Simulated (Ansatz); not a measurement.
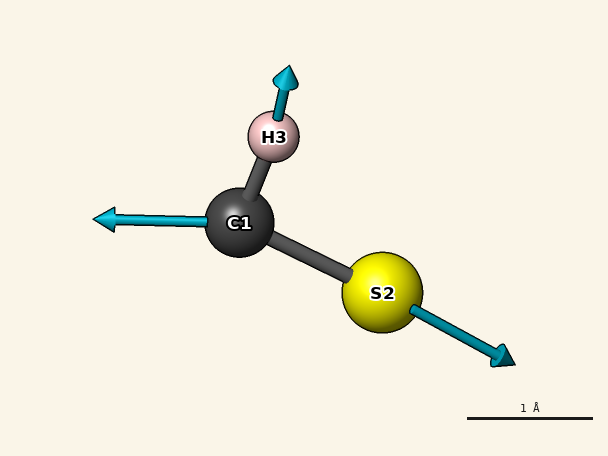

Arrows show the forces on the atoms, 0.05 Å of arrow for 1 eV/Å; forces under a tenth of the largest aren't drawn. Charge −1, singlet. Level of theory: ωB97M-V/def2-TZVPPD (Ansatz 0.2.0).

Question: On which atom is the force largest, and how large is it?

Answer: On S2: 20.62 eV/Å.

Question: Along which bond is the force strongest?

Answer: C1–S2, now 1.371 Å: the forces push its atoms apart, so a first step downhill lengthens it.

List the force components in the frame of the picture (x right, y up, z towards the viewer), in eV/Å.

| atom | Fx | Fy | Fz |
| --- | --- | --- | --- |
| C1 | −18.58 | 0.45 | 1.53 |
| S2 | 16.66 | −9.06 | −8.10 |
| H3 | 1.92 | 8.61 | 6.57 |
